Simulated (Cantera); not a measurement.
Feed: 1 mol PbO, 11 mol N₂, equilibrated at 7.50 Torr.

These are equilibrium values from Cantera (NASA tables, ideal gas, pure condensed phases), not measurements of a reactor. Candidate condensed phases: Pb, PbO, PbO₂, Pb₃O₄; 12 gas species. Rates play no part.

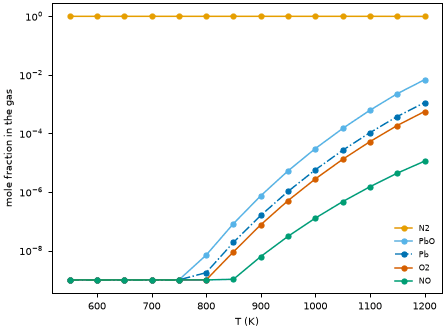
Equilibrium gas composition (values under 1e-9 drawn at 1e-9)

From 550 K to 750 K the condensed part is PbO(red). From 800 K to 1150 K the condensed part is PbO(yellow). At 1200 K the condensed part is PbO(l).
